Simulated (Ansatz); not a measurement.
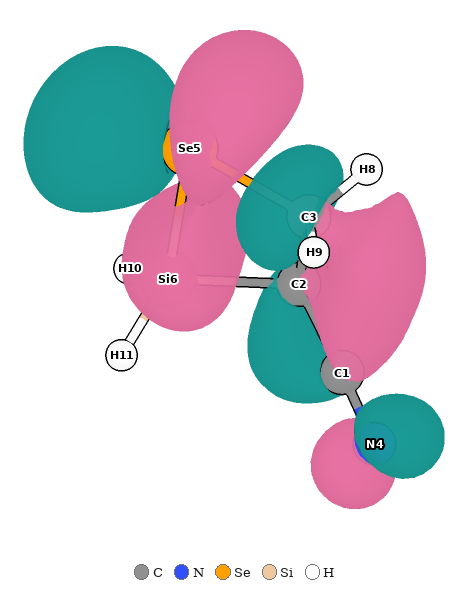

C3H5NSeSi. The LUMO at ±0.08 Å⁻³ᐟ² (teal and pink are the two phases), seen at a tilt.

Geometry: B3LYP-D3(BJ)/def2-SVP.

Method: Ansatz, isolated molecule in a Gaussian basis; Kohn-Sham density functional theory, functional PBE0.

```yaml
atoms:
  - { symbol: C, position_ang: [0.6390, -2.4388, -1.2214] }
  - { symbol: C, position_ang: [0.1111, -1.3867, -0.3724] }
  - { symbol: C, position_ang: [0.8155, -1.2259, 1.0047] }
  - { symbol: N, position_ang: [1.0386, -3.3079, -1.8782] }
  - { symbol: Se, position_ang: [-0.7087, -0.6571, 2.1957] }
  - { symbol: Si, position_ang: [-1.6770, -1.5639, 0.3195] }
  - { symbol: H, position_ang: [0.1474, -0.4295, -0.9185] }
  - { symbol: H, position_ang: [1.6128, -0.4712, 1.0100] }
  - { symbol: H, position_ang: [1.2126, -2.1802, 1.3720] }
  - { symbol: H, position_ang: [-2.7210, -0.7596, -0.3716] }
  - { symbol: H, position_ang: [-2.1249, -2.9777, 0.4402] }
```

What is the character of this orbital?

It lies mainly on Se5 (about 40 %), Si6 (about 15 %), C3 (about 15 %) and N4 (about 5 %). Its energy is −1.27 eV.
